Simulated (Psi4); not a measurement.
**A workflow on BH2Br (SMILES [H]B([H])Br)**

Aim: a geometry optimisation (singlet BH2Br, BLYP-D3(BJ)/def2-TZVP), then a single-point energy (doublet BH2Br+, UBLYP-D3(BJ)/def2-TZVP), then a geometry optimisation (doublet BH2Br+, UBLYP-D3(BJ)/def2-TZVP), then the energy (singlet BH2Br, BLYP-D3(BJ)/def2-TZVP) of BBrH2. 

The results are computed with Psi4 1.11.

### Step 1. The structure to begin with

BH2Br has 4 atoms, charge 0, and is taken as a singlet. SMILES: `[H]B([H])Br`. The coordinates come from a GFN2-xTB relaxation. The run starts from this shape.

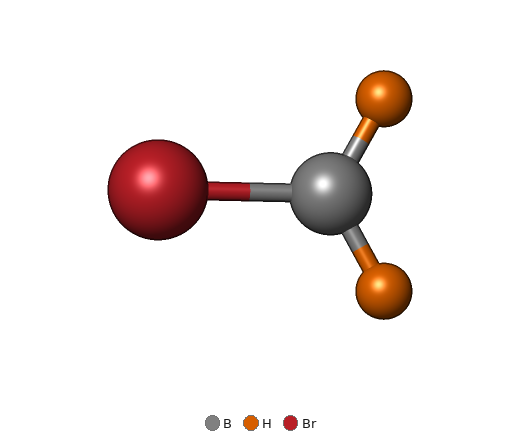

The structure, seen from a chosen angle (boron grey, hydrogen orange, bromine red).

### Step 2. A geometry optimisation at BLYP-D3(BJ)/def2-TZVP (density fitting) (run 1)

Contents of calc.dat:

```
memory 1600 MB

molecule {
  0 1
  B      0.17204067     0.28519747    -0.00081258
  H      2.38073366     0.20611243     0.02885612
  H     -0.92621147     2.20294823    -0.03613156
  Br    -1.62656286    -2.69425812     0.00808803
  units au
}

set basis def2-TZVP
set reference rks

result, w = optimize("blyp-d3bj", return_wfn=True)
print_variables()
```

The run is started by

```sh
$ psi4 -n 1 calc.dat calc.out
```

calc.out:

```text
Psi4 1.11 release

gradient() will perform analytic gradient computation.

   => Loading Basis Set <=

    Name: DEF2-TZVP
    Role: ORBITAL
    Keyword: BASIS

   => BLYP-D3(BJ): Empirical Dispersion <=

        s6 =       1.000000
        s8 =       2.699600
        a1 =       0.429800
        a2 =       4.235900

         ---------------------------------------------------------
                                   SCF
                              RKS Reference
                        1 Threads,   1525 MiB Core
         ---------------------------------------------------------

  ==> Geometry <==

    Molecular point group: c1
    Full point group: C1

    Geometry (in Bohr), charge = 0, multiplicity = 1:

       Center              X                  Y                   Z               Mass
    ------------   -----------------  -----------------  -----------------  -----------------
         B            1.531636140835     2.537222902330    -0.007577788747    11.009305360000
         H            3.740329130835     2.458137862330     0.022090911253     1.007825032230
         H            0.433384000835     4.454973662330    -0.042896768747     1.007825032230
         BR          -0.266967389165    -0.442232687670     0.001322821253    78.918337600000

  Running in c1 symmetry.

  Rotational constants: A =      8.00301  B =      0.39968  C =      0.38067 [cm^-1]
  Rotational constants: A = 239924.05860  B =  11982.11918  C =  11412.18008 [MHz]
  Nuclear repulsion =   69.216671540845837

  Charge       = 0
  Multiplicity = 1
  Electrons    = 42
  Nalpha       = 21
  Nbeta        = 21

  ==> Algorithm <==

  SCF Algorithm Type is DF.
  DIIS enabled.
  MOM disabled.
  Fractional occupation disabled.
  Guess Type is SAD.
  Energy threshold   = 1.00e-08
  Density threshold  = 1.00e-08
  Integral threshold = 1.00e-12

  ==> Primary Basis <==

  Basis Set: DEF2-TZVP
    Blend: DEF2-TZVP
    Number of shells: 35
    Number of basis functions: 91
    Number of Cartesian functions: 103
    Spherical Harmonics?: true
    Max angular momentum: 3

  ==> DFT Potential <==

   => LibXC <=

    Version 7.1.2

   => Composite Functional: BLYP-D3BJ2B <=

    BLYP GGA Exchange-Correlation Functional

    Deriv               =              1
    GGA                 =           TRUE
    Meta                =          FALSE

    Exchange Hybrid     =          FALSE
    MP2 Hybrid          =          FALSE

   => Exchange Functionals <=

    1.0000     XC_GGA_X_B88

   => Correlation Functionals <=

    1.0000     XC_GGA_C_LYP

   => LibXC Density Thresholds  <==

    XC_GGA_C_LYP:  1.00E-14
    XC_GGA_X_B88:  1.00E-15

   => Molecular Quadrature <=

    Radial Scheme          =       TREUTLER
    Pruning Scheme         =           NONE
    Nuclear Scheme         =       TREUTLER

    Blocking Scheme        =         OCTREE
    BS radius alpha        =              1
    Pruning alpha          =              1
    Radial Points          =             75
    Spherical Points       =            302
    Total Points           =          86949
    Total Blocks           =            710
    Max Points             =            256
    Max Functions          =             90
    Weights Tolerance      =       1.00E-15

   => Loading Basis Set <=

    Name: (DEF2-TZVP AUX)
    Role: JKFIT
    Keyword: DF_BASIS_SCF

  ==> Integral Setup <==

  DFHelper Memory: AOs need 0.026 GiB; user supplied 0.925 GiB.
  SCF_SUBTYPE=INCORE selected. In-core MEM_DF algorithm will be used.
  Using in-core AOs.

  ==> MemDFJK: Density-Fitted J/K Matrices <==

    J tasked:                   Yes
    K tasked:                    No
    wK tasked:                   No
    Memory [MiB]:               946
    Algorithm:                 Core
    Schwarz Cutoff:           1E-12
    Mask sparsity (%):       0.1932
    Fitting Condition:        1E-10

   => Auxiliary Basis Set <=

  Basis Set: (DEF2-TZVP AUX)
    Blend: DEF2-UNIVERSAL-JKFIT
    Number of shells: 97
    Number of basis functions: 377
    Number of Cartesian functions: 500
    Spherical Harmonics?: true
    Max angular momentum: 5

  Cached 100.0% of DFT collocation blocks in 0.193 [GiB].

  Minimum eigenvalue in the overlap matrix is 1.3507819055E-03.
  Reciprocal condition number of the overlap matrix is 2.3799921695E-04.
    Using symmetric orthogonalization.

  ==> Pre-Iterations <==

  SCF Guess: Superposition of Atomic Densities via on-the-fly atomic UHF (no occupation information).

   -------------------------
    Irrep   Nso     Nmo
   -------------------------
     A         91      91
   -------------------------
    Total      91      91
   -------------------------

  ==> Iterations <==

                           Total Energy        Delta E     RMS |[F,P]|

   @DF-RKS iter SAD: -2598.58865952284305   -2.59859e+03   0.00000e+00
   @DF-RKS iter   1: -2599.78904613073564   -1.20039e+00   1.76140e-02 DIIS/ADIIS
   @DF-RKS iter   2: -2599.67202056859742    1.17026e-01   1.86874e-02 DIIS/ADIIS
   @DF-RKS iter   3: -2600.22350505443728   -5.51484e-01   1.43338e-03 DIIS/ADIIS
   @DF-RKS iter   4: -2600.22899619132841   -5.49114e-03   8.94605e-04 DIIS/ADIIS
   @DF-RKS iter   5: -2600.23256498153978   -3.56879e-03   3.54567e-04 DIIS/ADIIS
   @DF-RKS iter   6: -2600.23320978864831   -6.44807e-04   1.38772e-05 DIIS
   @DF-RKS iter   7: -2600.23321105286686   -1.26422e-06   1.55868e-06 DIIS
   @DF-RKS iter   8: -2600.23321106553567   -1.26688e-08   4.23298e-07 DIIS
   @DF-RKS iter   9: -2600.23321106662524   -1.08957e-09   2.66445e-08 DIIS
   @DF-RKS iter  10: -2600.23321106663161   -6.36646e-12   3.29701e-09 DIIS
  Energy and wave function converged.

  ==> Post-Iterations <==

[... 35 lines left out ...]
    Nuclear Repulsion Energy =             69.2166715408458373
[... 3 lines left out ...]
    Empirical Dispersion Energy =          -0.0042149352617729
[... 17 lines left out ...]
 Dipole Y            :         -4.0617665            4.1210820            0.0593155
[... 121 lines left out ...]
	Measures of convergence in internal coordinates in au.
[... 135 lines left out ...]
                           Total Energy        Delta E     RMS |[F,P]|
[... 4 lines left out ...]
   @DF-RKS iter   3: -2600.23543912125979   -5.99854e-04   7.41009e-05 DIIS
[... 3 lines left out ...]
   @DF-RKS iter   7: -2600.23545904110460   -5.18412e-11   4.21270e-08 DIIS
[... 14 lines left out ...]
  @DF-RKS Final Energy: -2600.23545904111552
[... 6 lines left out ...]
    DFT Exchange-Correlation Energy =     -96.0828807943829872
[... 17 lines left out ...]
 Dipole X            :         -2.4816749            2.5595667            0.0778918
[... 89 lines left out ...]
	                                 ==> Convergence Check <==
[... 75 lines left out ...]
    Weights Tolerance      =       1.00E-15
[... 23 lines left out ...]
   @DF-RKS iter   2: -2600.23551610124741    1.12370e-05   6.43817e-05 DIIS
[... 3 lines left out ...]
   @DF-RKS iter   6: -2600.23553559869015   -4.32010e-11   2.07318e-08 DIIS
[... 14 lines left out ...]
  @DF-RKS Final Energy: -2600.23553559869288
[... 6 lines left out ...]
    DFT Exchange-Correlation Energy =     -96.0811950197408322
[... 17 lines left out ...]
 Dipole X            :         -2.4692751            2.5544634            0.0851882
[... 89 lines left out ...]
	                                 ==> Convergence Check <==
[... 75 lines left out ...]
    Weights Tolerance      =       1.00E-15
[... 23 lines left out ...]
   @DF-RKS iter   2: -2600.23492576838044   -5.70381e-06   9.10000e-05 DIIS
[... 3 lines left out ...]
   @DF-RKS iter   6: -2600.23496972577823   -3.06636e-09   1.05137e-07 DIIS
[... 9 lines left out ...]
    Final Occupation by Irrep:
[... 11 lines left out ...]
    Two-Electron Energy =                1177.6165603907486457
[... 3 lines left out ...]
    Total Energy =                      -2600.2349697258364358
[... 58 lines left out ...]
    Weights Tolerance      =       1.00E-15
[... 54 lines left out ...]
	  Convergence Criteria     1.00e-06 *    3.00e-04 *             o    1.20e-03 *             o
[... 100 lines left out ...]
   @DF-RKS iter   1: -2600.23550617338287   -6.34804e-04   7.78401e-05 DIIS
[... 3 lines left out ...]
   @DF-RKS iter   5: -2600.23554519558093   -1.64778e-07   5.70916e-07 DIIS
[... 3 lines left out ...]
  Energy and wave function converged.
[... 17 lines left out ...]
    One-Electron Energy =               -3748.5907839413471265
[... 3 lines left out ...]
    VV10 Nonlocal Energy =                  0.0000000000000000
[... 17 lines left out ...]
 Dipole Z            :          0.0134466           -0.0136864           -0.0002398
[... 94 lines left out ...]
	   Step    Total Energy     Delta E     Max Force     RMS Force      Max Disp      RMS Disp
[... 90 lines left out ...]
   @DF-RKS iter   0: -2600.23589577901566   -2.60024e+03   6.24006e-05
[... 3 lines left out ...]
   @DF-RKS iter   4: -2600.23556172164035   -1.00154e-07   1.23939e-06 DIIS
[... 3 lines left out ...]
  Energy and wave function converged.
[... 39 lines left out ...]
    One-Electron Energy =               -3748.5886495616950924
[... 3 lines left out ...]
    VV10 Nonlocal Energy =                  0.0000000000000000
[... 17 lines left out ...]
 Dipole Z            :          0.0130489           -0.0135550           -0.0005061
[... 24 lines left out ...]
  Nuclear repulsion =   66.857336613791290

   => Molecular Quadrature <=

    Radial Scheme          =       TREUTLER
    Pruning Scheme         =           NONE
    Nuclear Scheme         =       TREUTLER

    Blocking Scheme        =         OCTREE
    BS radius alpha        =              1
    Pruning alpha          =              1
    Radial Points          =             75
    Spherical Points       =            302
    Total Points           =          86999
    Total Blocks           =            704
    Max Points             =            256
    Max Functions          =             90
    Weights Tolerance      =       1.00E-15

  -Total Gradient:
     Atom            X                  Y                   Z
    ------   -----------------  -----------------  -----------------
       1        0.000041418881     0.000067783629    -0.000006037792
       2        0.000009270765    -0.000047664845     0.000002908618
       3       -0.000046807729    -0.000014022829     0.000001809031
       4       -0.000035915938    -0.000059150797     0.000001502729

	total time  =          1 seconds =       0.02 minutes

    			-----------------------------------------

    			 OPTKING 3.0: for geometry optimizations

    			        with contributions from

    			-----------------------------------------

	                            ===> Fragment 1 <==

	 Z (Atomic Numbers)          Masses                          Geom
	       5.000000            11.009305          1.59426699  2.64043549 -0.00855082
	       1.000000             1.007825          3.83618474  2.50199141  0.02214183
	       1.000000             1.007825          0.42764222  4.55980406 -0.04483676
	      35.000000            78.918338         -0.27685535 -0.45852987  0.00148269

	 - Coordinate -           - BOHR/RAD -       - ANG/DEG -
	 R(1,2)           =         2.246398           1.188743
	 R(1,3)           =         2.246398           1.188743
	 R(1,4)           =         3.620053           1.915650
[... 5 lines of this table left out ...]
	 O(4,1,2,3)       =         0.000083           0.004762

	        --- Internal Coordinate Step in ANG or DEG, aJ/ANG or AJ/DEG ---
	-------------------------------------------------------------------------------
	           Coordinate      Previous         Force          Change          New
	           ----------      --------        ------          ------        ------
	               R(1,2)       1.18874       -0.00016       -0.00002       1.18872
	               R(1,3)       1.18874       -0.00016       -0.00002       1.18872
	               R(1,4)       1.91565       -0.00044       -0.00020       1.91545
[... 5 lines of this table left out ...]
	           O(4,1,2,3)       0.00476       -0.00000       -0.00491      -0.00015
	-------------------------------------------------------------------------------

	                                 ==> Convergence Check <==

	Measures of convergence in internal coordinates in au.

	Criteria marked as inactive (o), active & met (*), and active & unmet ( ).

	----------------------------------------------------------------------------------------------
	   Step    Total Energy     Delta E     Max Force     RMS Force      Max Disp      RMS Disp
	----------------------------------------------------------------------------------------------
	  Convergence Criteria     1.00e-06 *    3.00e-04 *             o    1.20e-03 *             o
	----------------------------------------------------------------------------------------------
	     6   -2600.23556173   -1.65e-05      5.37e-05 *    2.87e-05 o    7.14e-04 *    3.23e-04 o  ~
	----------------------------------------------------------------------------------------------

Next Geometry in Ang
	Fragment 1 (Ang)

	    B   0.8435278125   1.3970588378  -0.0044971459
	    H   2.0299034520   1.3242207153   0.0117024080
	    H   0.2265528540   2.4129460885  -0.0237338473
	   Br  -0.1465198432  -0.2426696843   0.0007786477

    Final optimized geometry and variables:
    Molecular point group: c1
    Full point group: C1

    Geometry (in Bohr), charge = 0, multiplicity = 1:

    B            1.594266990465     2.640435487565    -0.008550815145
    H            3.836184735032     2.501991405665     0.022141826477
    H            0.427642222389     4.559804059962    -0.044836764952
    BR          -0.276855346028    -0.458529866558     0.001482685339

  Variable Map:
  ----------------------------------------------------------------------------
  "BLYP-D3(BJ) DISPERSION CORRECTION ENERGY" =>      -0.004180777502
  "CURRENT ENERGY"                           =>   -2600.235561730239
  "CURRENT REFERENCE ENERGY"                 =>   -2600.235561730239
  "DD SOLVATION ENERGY"                      =>       0.000000000000
  "DFT FUNCTIONAL TOTAL ENERGY"              =>   -2600.231380952736
  "DFT TOTAL ENERGY"                         =>   -2600.235561730239
  "DFT VV10 ENERGY"                          =>       0.000000000000
  "DFT XC ENERGY"                            =>     -96.081116028674
  "DISPERSION CORRECTION ENERGY"             =>      -0.004180777502
  "GRID ELECTRONS ALPHA"                     =>      21.000001833000
  "GRID ELECTRONS BETA"                      =>      21.000001833000
  "GRID ELECTRONS TOTAL"                     =>      42.000003666000
  "NUCLEAR REPULSION ENERGY"                 =>      66.857336613791
  "ONE-ELECTRON ENERGY"                      =>   -3748.588649561695
  "OPTIMIZATION ITERATIONS"                  =>       6.000000000000
  "PCM POLARIZATION ENERGY"                  =>       0.000000000000
  "PE ENERGY"                                =>       0.000000000000
  "SCF ITERATION ENERGY"                     =>   -2600.235561730239
  "SCF ITERATIONS"                           =>       7.000000000000
  "SCF TOTAL ENERGY"                         =>   -2600.235561730239
  "TWO-ELECTRON ENERGY"                      =>    1177.581048023841
  "XC GRID RADIAL POINTS"                    =>      75.000000000000
  "XC GRID SPHERICAL POINTS"                 =>     302.000000000000
  "XC GRID TOTAL POINTS"                     =>   86999.000000000000

  Array Variable Map:
  ----------------------------------------------------------------------------
  "-D GRADIENT"                              =>       0.000033114269 ... 0.000000769597 4 by 3
  "BLYP-D3(BJ) DISPERSION CORRECTION GRADIENT" =>       0.000033114269 ... 0.000000769597 4 by 3
  "CURRENT DIPOLE"                           =>       0.091662721683 ... -0.000506123596 1 by 3
  "CURRENT GRADIENT"                         =>       0.000041418881 ... 0.000001502729 4 by 3
  "DFT TOTAL GRADIENT"                       =>       0.000041418881 ... 0.000001502729 4 by 3
  "DISPERSION CORRECTION GRADIENT"           =>       0.000033114269 ... 0.000000769597 4 by 3
  "SCF DIPOLE"                               =>       0.091662721683 ... -0.000506123596 1 by 3
  "SCF TOTAL ENERGIES"                       =>   -2600.235895779016 ... -2600.235561730239 1 by 8
  "SCF TOTAL GRADIENT"                       =>       0.000041418881 ... 0.000001502729 4 by 3

    Psi4 run time: 0:00:19.30

[set-up sections that repeat, and orbital energies of the middle runs, are left out above]
```

On the terminal:

```text
Optimizer: Optimization complete!
```

It took 20 s on 1 thread of Intel Xeon Platinum 8488C (Sapphire Rapids), shared host; peak memory 0.49 GiB.

Step by step:

| step | energy from the first frame kept (eV) | largest force (eV/Å) |
| --- | --- | --- |
| 0 | 0.0000 | 1.4941 |
| 1 | -0.0612 | 0.2676 |
| 2 | -0.0633 | 0.1331 |
| 3 | -0.0479 | 0.5177 |
| 4 | -0.0635 | 0.0969 |
| 5 | -0.0640 | 0.0041 |

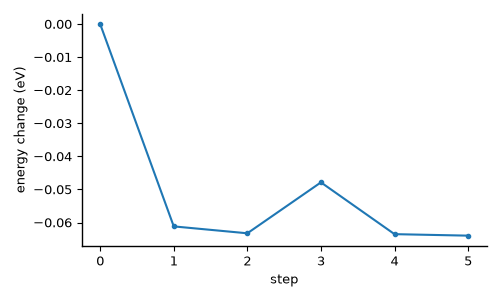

Energy along the run.

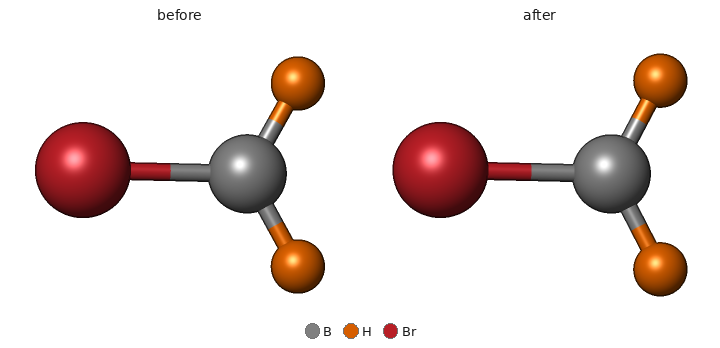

Before and after, at one scale.

After the run. Bond lengths: B1–Br4 1.916 Å, B1–H2 1.189 Å, B1–H3 1.189 Å. Angles: H2–B1–Br4 117.6°, H3–B1–Br4 117.6°, H2–B1–H3 124.8°.

### Step 3. The doublet cation: the energy at UBLYP-D3(BJ)/def2-TZVP (density fitting) (run 2)

Contents of bbrh2.py:

```python
import psi4

psi4.set_memory(1600000000)
psi4.set_num_threads(1)
psi4.set_output_file('run.log', False)

mol = psi4.geometry("""
1 2
B      0.124183     0.205538    -0.000945
H      1.310555     0.132276     0.015297
H     -0.493168     1.221224    -0.020147
Br    -0.865972    -1.434364     0.004365
units angstrom
symmetry c1
""")

options = {'basis': 'def2-TZVP', 'reference': 'uks'}
psi4.set_options(options)

energy_value, wavefunction = psi4.energy("blyp-d3bj", return_wfn=True)
print('E =', round(energy_value, 9))
```

The run is started by

```sh
$ python bbrh2.py
```

run.log, cut to the lines that bear on the results:

```text
[...]
  Running in c1 symmetry.
[...]
  Nuclear repulsion =   66.857337578560262
[...]
  Multiplicity = 2
[...]
  Nalpha       = 21
  Nbeta        = 20
[...]
    Number of basis functions: 91
[...]
   @DF-UKS iter   1: -2599.49361059085504   -9.66585e-01   1.62362e-02 ADIIS/DIIS
[...]
   @DF-UKS iter   9: -2599.85095672770285   -2.12858e-08   8.35676e-07 DIIS
[...]
   @S^2 Observed:                7.522623330E-01
[...]
    Orbital Energies [Eh]
    ---------------------
    Alpha Occupied:
       1A   -481.479734     2A    -62.171726     3A    -56.098042
       4A    -56.094937     5A    -56.093128     6A     -8.734834
       7A     -6.862918     8A     -6.615770     9A     -6.608334
      10A     -6.602962    11A     -2.822955    12A     -2.821765
      13A     -2.817743    14A     -2.812135    15A     -2.811806
      16A     -1.033101    17A     -0.734313    18A     -0.632048
      19A     -0.614195    20A     -0.571120    21A     -0.557753
    Alpha Virtual:
      22A     -0.354678    23A     -0.234579    24A     -0.166011
      25A     -0.115712    26A     -0.111726    27A     -0.093432
[...]
  @DF-UKS Final Energy: -2599.85095672770285
   => Energetics <=
    Nuclear Repulsion Energy =             66.8573375785602622
    One-Electron Energy =               -3735.5660299415685586
    Two-Electron Energy =                1164.6300082582908999
    DFT Exchange-Correlation Energy =     -95.7680918454220915
    Empirical Dispersion Energy =          -0.0041807775632380
    VV10 Nonlocal Energy =                  0.0000000000000000
    Total Energy =                      -2599.8509567277028509
[...]
 Multipole Moments:
 ------------------------------------------------------------------------------------
     Multipole            Electronic (a.u.)      Nuclear  (a.u.)        Total (a.u.)
 ------------------------------------------------------------------------------------
 L = 1.  Multiply by 2.5417464519 to convert [e a0] to [Debye]
 Dipole X            :         -1.9114651            2.5452247            0.6337596
 Dipole Y            :         -3.1657894            4.2154272            1.0496378
 Dipole Z            :          0.0101546           -0.0135562           -0.0034015
 Magnitude           :                                                    1.2261331
[...]
```

The script printed:

```text
E = -2599.850956728
```

It took 6.6 s on 1 thread of Intel Xeon Platinum 8488C (Sapphire Rapids), shared host; peak memory 0.47 GiB.

(Part 1 of 2 ends here.)
